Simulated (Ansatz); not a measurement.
Base system: MgSe in the rock salt structure (space group Fm-3m, No. 225; a = 5.450 Å).

Perturbation: an isotropic linear strain of +3.00 %; the atoms relax in the strained cell.

Level of theory: Kohn–Sham DFT with the PBEsol functional, run in Ansatz (an electronic-structure program) with PAW and 420 eV plane waves, spin-orbit coupling left out.

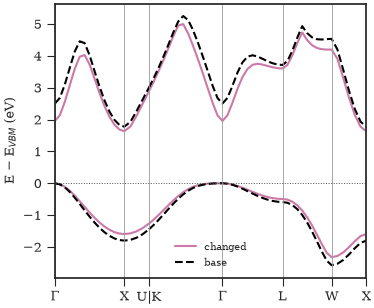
Figure. Highest valence and lowest conduction band along the path, each from its own valence-band maximum

The gap is 1.64 eV, indirect, Γ → X; the base has 1.78 eV.

Stability against distortions was not tested.
